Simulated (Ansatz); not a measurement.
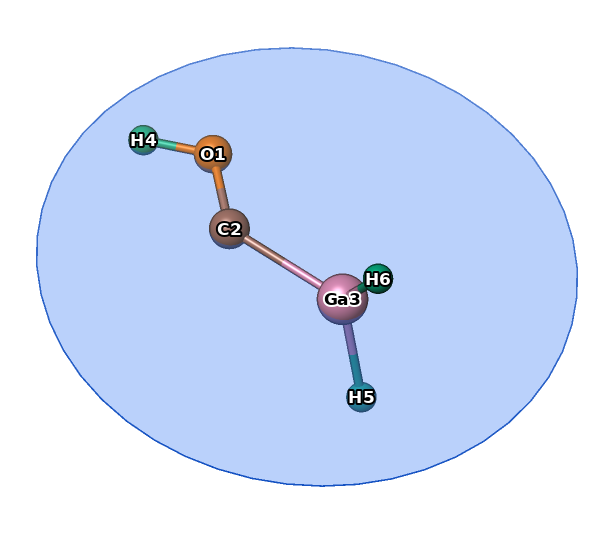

A disc through the centre of mass is drawn in. Atoms fade into the background with distance from the viewer. The geometry was computed by an optimisation with PBE0-D4/def2-TZVP. No frequency run is at hand to confirm it as a minimum.

Is the plane of the disc a mirror plane of the structure?

Answer. Yes. The reflection leaves O1, C2, Ga3, H4 in place and moves H5 ↔ H6. The point group is Cs.
